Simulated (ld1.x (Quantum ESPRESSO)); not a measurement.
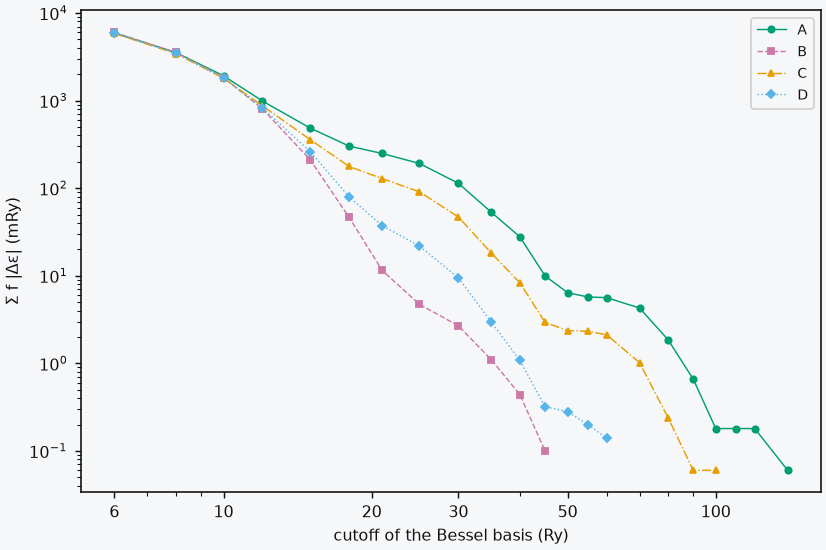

The occupation-weighted error of the valence levels in a spherical-Bessel basis for 4 variants of one potential.

Base settings:

Zirconium, norm-conserving Troullier–Martins (Kleinman–Bylander form), made with ld1.x (Quantum ESPRESSO) 7.5 (PBE, scalar-relativistic). Core [Ar] 3d10 4s2, reference 4p6 4d2 5s0 5p0 (charge +2). Waves: 4p (bound): rc 1.95 bohr; 4d (bound): rc 2.60 bohr; 5s (bound, empty): rc 2.80 bohr. Local part: the s channel. Core correction: none.

> The variants differ in the scale factor on all radii: 0.78, 0.85, 0.96, 1.07. Which curve belongs to which value?

A: 0.78; B: 1.07; C: 0.85; D: 0.96.

> What did the other tests of these runs give?

A: loose cutoff 45 Ry; bound ghosts none; largest test error -319 meV. B: loose cutoff 25 Ry; bound ghosts none; largest test error -449 meV. C: loose cutoff 40 Ry; bound ghosts none; largest test error -378 meV. D: loose cutoff 30 Ry; bound ghosts none; largest test error -438 meV. The loose cutoff is the first of the cutoffs, on a coarse ladder, from which the occupation-weighted sum of valence levels, in a spherical-Bessel basis at the reference potential, stays within 10 and 1 mRy of its value at 400 Ry.
